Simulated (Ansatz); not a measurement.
# AlNH (doublet): inputs that go wrong at distance N2–H3 = 1.016 Å

4 inputs are run for AlNH (doublet) as typed; the log has to tell whether the result can be used and what must change.

The runs use Ansatz 0.2.0, Gaussian basis; the settings change from run to run.

18 further runs of the same task are left out: 1 for a mislabelled method, 1 for a known fault of the program, 15 that didn't finish, 1 set aside as unsound or not needed.

## 1. What is computed

The geometry derives from a PBE0/def2-TZVP stationary point (not a proven minimum). One bond is set to the value named and the two fragments are kept rigid.

3 atoms, charge 0, spin multiplicity 2.

Atoms are counted from 1 here; the program's logs count them from 0.

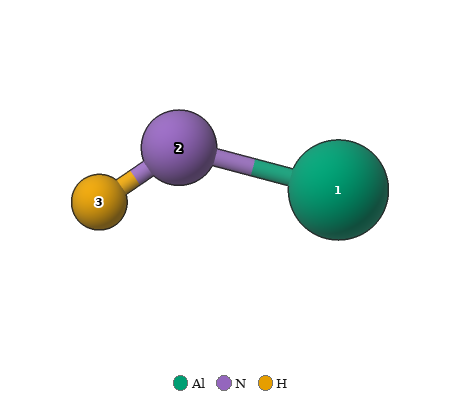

The structure; aluminium teal, nitrogen purple, hydrogen amber; atoms are numbered from 1 in the order of the file.

Coordinates:

```xyz
3
charge 0, multiplicity 2
Al    0.00000    0.03268    0.63653
N     0.00000   -0.10666   -1.09530
H     0.00000    0.60749   -1.81839
```

## 2. Try 1

Input file in.yaml:

```yaml
crystal:
  periodic: [false, false, false]
  atoms:
    - {symbol: Al, position_ang: [0.000000, 0.032676, 0.636525]}
    - {symbol: N, position_ang: [0.000000, -0.106661, -1.095305]}
    - {symbol: H, position_ang: [0.000000, 0.607486, -1.818390]}
basis:
  gaussian: {orbitals: STO-3G}
magnetization: {spin_polarized: false, initial_magnetization: 1}
correlation: {active_space: {window: {electrons: 5, orbitals: 3}, states: [{multiplicity: 2, weights: [1, 0.5, 1, 1]}]}}
scf: {lower_state_search: light}
output: {forces: true}
```

The run is started by

```bash
> ansatz run in.yaml --threads 1 --pin off --events-out ev --progress --plain --max-ram 2393MiB
```

What it wrote:

```text
Functional definition: HF
  name "HF"
  cite "Fock, Z. Phys. 61, 126 (1930) doi:10.1007/BF01340294"
  parent pbe
  exchange = exact_x
  correlation = 0
242 factors; integrals over basis functions are off by at most 2.7e-8 eV
mean field evaluation 1: about -7973.2718 eV, gradient 2.9e1 eV
mean field evaluation 2: about -7973.2952 eV, gradient 3.0e1 eV
mean field evaluation 4: about -7978.5349 eV, gradient 5.3e0 eV
mean field evaluation 8: about -7979.4002 eV, gradient 8.0e-1 eV
mean field evaluation 16: about -7979.4119 eV, gradient 1.9e-6 eV
mean field evaluation 32: about -7979.4126 eV, gradient 9.6e-4 eV
mean field evaluation 64: about -7979.4119 eV, gradient 2.8e-6 eV
mean field evaluation 96: about -7977.1997 eV, gradient 1.5e1 eV
mean field evaluation 128: about -7972.1762 eV, gradient 9.3e-2 eV
mean field -7979.62976493 eV, -293.2459850740 hartree, gradient 2.6e-6 eV, S^2 0.750000; 12 other end points of the search recorded, 0 dependent functions left out
reference -7979.62976493 eV, -293.2459850740 hartree; 11, 10 occupied and 4, 5 virtual orbitals, 242 factors
Error: 4 states are sought, and the space of determinants holds 3 states of this symmetry and spin
```

Run time: 0.24 s. Hardware: 1 thread of Arm Neoverse V1, shared host.

What is wrong: The run stopped with an error. It says: «4 states are sought, and the space of determinants holds 3 states of this symmetry and spin». Cure: ask for fewer states or enlarge the space.

## 3. Try 2

Input file in.yaml:

```yaml
crystal:
  periodic: [false, false, false]
  atoms:
    - {symbol: Al, position_ang: [0.050000, 0.193339, -1.095305]}
    - {symbol: N, position_ang: [0.000000, -0.106661, -1.095305]}
    - {symbol: H, position_ang: [0.000000, 0.607486, -1.818390]}
basis:
  gaussian: {orbitals: 6-31G}
magnetization: {spin_polarized: false, initial_magnetization: 1}
correlation: {method: fic_nevpt4_sd, electrons: valence, active_space: {window: {electrons: 7, orbitals: 4}, states: [{multiplicity: 2, weights: [1, 1]}]}}
accuracy: high
```

The command is unchanged.

What it wrote, cut to the lines that bear on the results:

```text
Functional definition: HF
  name "HF"
  cite "Fock, Z. Phys. 61, 126 (1930) doi:10.1007/BF01340294"
  parent pbe
[...]
499 factors; integrals over basis functions are off by at most 2.7e-9 eV
[...]
mean field -6988.96707901 eV, -256.8398028617 hartree, gradient 5.7e-8 eV, S^2 0.750000; 0 other end points of the search recorded, 0 dependent functions left out
reference -6988.96707901 eV, -256.8398028617 hartree; 11, 10 occupied and 13, 14 virtual orbitals, 499 factors
state -6988.78039798 eV, -256.8329424604 hartree
state -6981.12801357 eV, -256.5517225202 hartree
state -6988.78039798 eV, -256.8329424604 hartree; corrected -6991.15547696 eV, -256.9202250028 hartree
state -6981.12801357 eV, -256.5517225202 hartree; corrected -6983.97185016 eV, -256.6562315873 hartree
WARN: 2 active orbitals are nearly empty or full. The corrections depend on them more than the energy does, and are more stable in an active space without them
Total energy: -6987.56366356 eV, -256.7882282950 hartree
```

Run time: 0.6 s. Hardware: 1 thread of Arm Neoverse V1, shared host.

**Diagnosis.** The run converged, which proves nothing about the input. One atom lies on top of another. The shortest distance is 0.30 Å, against 1.02 Å in the geometry of step 1. Its energy belongs to another geometry. Fix: restore its position.

## 4. Try 3

Input file in.yaml:

```yaml
crystal:
  periodic: [false, false, false]
  atoms:
    - {symbol: Al, position_ang: [0.000000, 0.032676, 0.636525]}
    - {symbol: N, position_ang: [0.000000, -0.106661, -1.095305]}
    - {symbol: H, position_ang: [0.000000, 0.607486, -1.818390]}
basis:
  gaussian: {orbitals: 6-31G}
magnetization: {spin_polarized: false, initial_magnetization: 1}
correlation: {method: sc_nevpt2, electrons: outside_noble_gas}
```

Launched as before.

What it wrote:

```text
Error: this correlation method needs an active space: name one as the reference
```

Run time: 0.03 s. Hardware: 1 thread of Arm Neoverse V1, shared host.

**Diagnosis.** The run was refused. This method needs an active space and has none. Fix: add an active_space block.

## 5. Try 4

Input file in.yaml:

```yaml
crystal:
  periodic: [false, false, false]
  atoms:
    - {symbol: Al, position_ang: [0.000000, 0.032676, 0.636525]}
    - {symbol: N, position_ang: [0.000000, -0.106661, -1.095305]}
    - {symbol: H, position_ang: [0.000000, 0.607486, -1.818390]}
basis:
  gaussian: {orbitals: STO-3G}
magnetization: {spin_polarized: false, initial_magnetization: 1}
correlation: {method: fic_mrcisd_q, electrons: valence, active_space: {window: {electrons: 3, orbitals: 3}, states: [{multiplicity: 2, weights: [1, 1]}], root: 2}}
```

Same command.

What it wrote:

```text
Error: the active space averages no state 2, counted from zero
```

Wall time 0.03 s (1 thread of Arm Neoverse V1, shared host).

Diagnosis: The run was refused. The root asked for lies beyond the states averaged. Fix: average more states or name a lower root.

## 6. How the runs ended

| try | level | ended | cause | time |
| --- | --- | --- | --- | --- |
| 1 | CASSCF(5,3)/STO-3G | stopped by an error | 4 states are sought, and the space of determinants holds 3 states of this symmetry and spin | 0.24 s |
| 2 | NEVPT4(SD)(7,4)/6-31G | converged | one atom lies on top of another | 0.6 s |
| 3 | 'sc_nevpt2'/6-31G | refused | this method needs an active space and has none | 0.03 s |
| 4 | MRCISD+Q(3,3)/STO-3G | refused | the root asked for lies beyond the states averaged | 0.03 s |

1 stopped by an error, 1 converged, 2 refused. The input that converges on a wrong geometry or spin is the dangerous one: no error points at it, so geometry and ⟨S²⟩ have to be checked.
